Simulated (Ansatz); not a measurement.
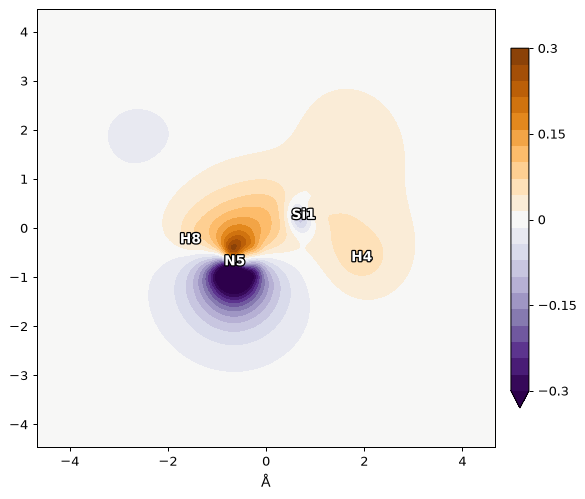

BrH₄NSi···HCl. The HOMO on the plane of atoms Si1, N5 and H8 (values in Å⁻³ᐟ²; the overall sign is arbitrary).

The product side of a reaction path; geometry: PBE0-D4/def2-TZVP; a saddle point, not a minimum.

These are results of RKS PBE0-D4/def2-TZVPP (Ansatz), not measurements.

```xyz
9

Si   -1.0497   -0.1893    0.2918
Cl    2.8395   -0.6447   -0.0343
H    -0.9002   -1.6568    0.3397
H    -2.4394    0.2796    0.4637
N    -0.4279    0.4031   -1.1690
H     2.0752   -0.1814    0.9009
Br    0.0328    0.5445    2.1440
H     0.4789    0.0918   -1.4849
H    -0.6094    1.3530   -1.4518
```

Describe this orbital and give its energy.

Answer. It lies mainly on N5 (about 55 %), Br7 (about 25 %) and Si1 (about 10 %); largely a combination of lone pairs on N5 and Br7. Its energy is −8.13 eV.
